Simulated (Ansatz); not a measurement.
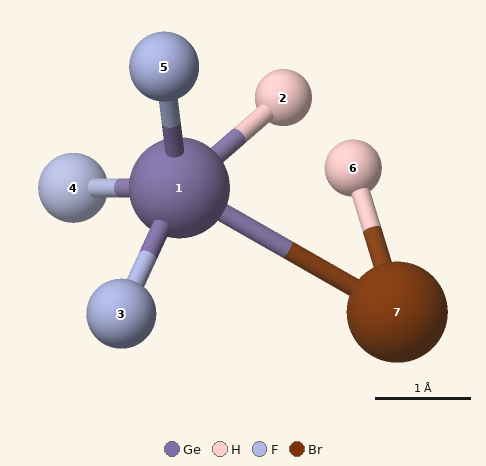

**Figure 1.** The structure (ball-and-stick view, seen at a tilt; atoms are numbered from 1 in the order of the input). Sticks mark near contacts. Bond lengths as drawn: Br–Ge 2.65 Å, Br–H 1.70 Å, F–Ge 1.73 Å and Ge–H 1.71 Å.

**GeH₂BrF₃: frequency calculation**

GeH₂BrF₃, computed with RKS B3LYP/def2-SVP (Ansatz 0.2.0).

It belongs to a series of runs on one base structure; here: vibrations at the highest image of the band. Figures and captions count atoms from 1; the log counts them from 0 in places.

**Output**
```
Engine: ansatz 0.2.0, x86_64-unknown-linux-gnu
Functional definition: B3LYP
  parameter a0 = 0.2
  parameter ax = 0.72
  parameter ac = 0.81
  exchange = (1 - a0 - ax)*slater_x + ax*b88_x + a0*exact_x
  correlation = (1 - ac)*vwn_rpa_c + ac*lyp_c
1191 factors; integrals over basis functions are off by at most 3.0e-4 eV
mean field evaluation 1: about -134723.5052 eV, gradient 5.7e1 eV
mean field evaluation 2: about -134711.0265 eV, gradient 1.1e2 eV
mean field evaluation 4: about -134728.5024 eV, gradient 2.7e0 eV
mean field evaluation 8: about -134728.5268 eV, gradient 4.5e-2 eV
mean field -134728.52682157 eV, -4951.1820384172 hartree, gradient 3.7e-5 eV, S^2 0.000000; 0 other end points of the search recorded, 0 dependent functions left out
the calculation of the forces begins
reference -134728.52704357 eV, -4951.1820465756 hartree; 48, 48 occupied and 68, 68 virtual orbitals, 1191 factors
these checks for a lower state are left out or cut short: stability, starts, cluster_reference, orbital_swaps, neighbouring_geometries, increment
1191 factors; integrals over basis functions are off by at most 3.0e-4 eV
mean field evaluation 16: about -134728.5163 eV, gradient 2.6e-1 eV
mean field -134728.52667499 eV, -4951.1820330304 hartree, gradient 2.8e-6 eV, S^2 0.000000; 0 other end points of the search recorded, 0 dependent functions left out
[... from here on the field's lines of each further geometry are left out, up to the last ...]
the calculation of the forces begins
reference -134728.52704711 eV, -4951.1820467056 hartree; 48, 48 occupied and 68, 68 virtual orbitals, 1191 factors
these checks for a lower state are left out or cut short: stability, starts, cluster_reference, orbital_swaps, neighbouring_geometries, increment
1191 factors; integrals over basis functions are off by at most 3.0e-4 eV
mean field -134728.52680389 eV, -4951.1820377676 hartree, gradient 1.4e-6 eV, S^2 0.000000; 0 other end points of the search recorded, 0 dependent functions left out
the calculation of the forces begins
reference -134728.52702588 eV, -4951.1820459255 hartree; 48, 48 occupied and 68, 68 virtual orbitals, 1191 factors
WARN: phonons: modes at or below zero, which the zero-point energy, F, S and C_V leave out: 1, the lowest at -1266.30 cm⁻¹. A minimum has none, and a first-order saddle one
Total energy: -134728.52704357 eV, -4951.1820465756 hartree
Atom 0 at     0.095894    -0.477200    -0.139563 Å, force    -0.013648    -0.028363    -0.023521 eV/Å
Atom 1 at     0.781940     0.727022     0.869150 Å, force     0.002610     0.002771     0.005017 eV/Å
Atom 2 at    -0.995873    -1.231638    -1.244665 Å, force     0.012500     0.012600     0.014365 eV/Å
Atom 3 at    -0.045133    -1.544512     1.209066 Å, force     0.001346     0.003387     0.001035 eV/Å
Atom 4 at     1.560832    -0.565963    -1.047476 Å, force    -0.000339     0.002364     0.002787 eV/Å
Atom 5 at     0.011226     1.391369     0.613075 Å, force    -0.006408     0.006111    -0.003925 eV/Å
Atom 6 at    -1.408886     1.701022    -0.259585 Å, force     0.003940     0.001130     0.004241 eV/Å
Dipole moment:     0.053199     0.474792     0.243779 e Å
Vibrations: -1266.30 11.89 148.35 161.89 257.90 277.68 322.80 483.54 699.40 729.37 763.80 940.26 952.48 1454.81 1676.31 cm⁻¹, zero-point energy 0.550519 eV
```

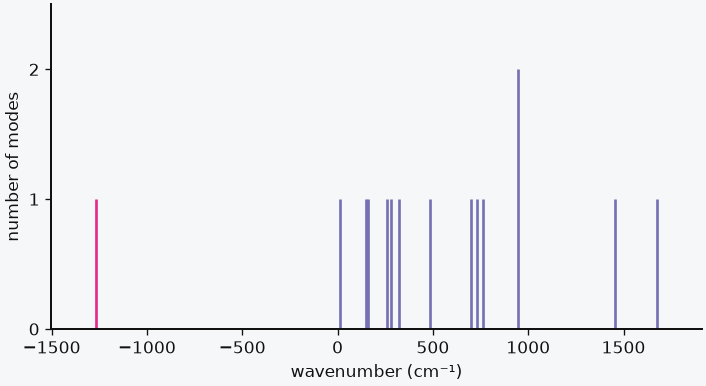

**Figure 2.** Harmonic vibrational wavenumbers from the force constants; neighbouring modes closer than 13 cm⁻¹ are counted in one stick, and imaginary ones are drawn at negative wavenumbers. 15 modes from 1266i to 1676 cm⁻¹, 1 imaginary beyond 8i (1266i cm⁻¹): a first-order saddle point, if the geometry is stationary.

This output came from the following input.

**Input file**
```yaml
crystal:
  periodic: [false, false, false]
  atoms:
    - { symbol: Ge, position_ang: [0.095894, -0.4772, -0.139563] }
    - { symbol: H, position_ang: [0.78194, 0.727022, 0.86915] }
    - { symbol: F, position_ang: [-0.995873, -1.231638, -1.244665] }
    - { symbol: F, position_ang: [-0.045133, -1.544512, 1.209066] }
    - { symbol: F, position_ang: [1.560832, -0.565963, -1.047476] }
    - { symbol: H, position_ang: [0.011226, 1.391369, 0.613075] }
    - { symbol: Br, position_ang: [-1.408886, 1.701022, -0.259585] }
basis:
  gaussian: { orbitals: def2-SVP }
hamiltonian:
  xc: b3lyp
phonons: {}
```

Command:
```bash
ansatz run input.yaml --threads 2 --pin off --max-ram 3072MiB --backend cpu --events-out ev --progress --plain --runs-dir out
```

**Key numbers**

```tsv
quantity	value
outcome	converged
total energy	−134728.5270 eV
mean-field energy	−134728.5270 eV
largest force (length of the vector)	0.039 eV/Å
hardware	2 threads of Intel Xeon (Sapphire Rapids), 16 GiB of memory available, shared host
wall time	87 s (CPU time 2.8 min)
peak memory	0.33 GiB
```
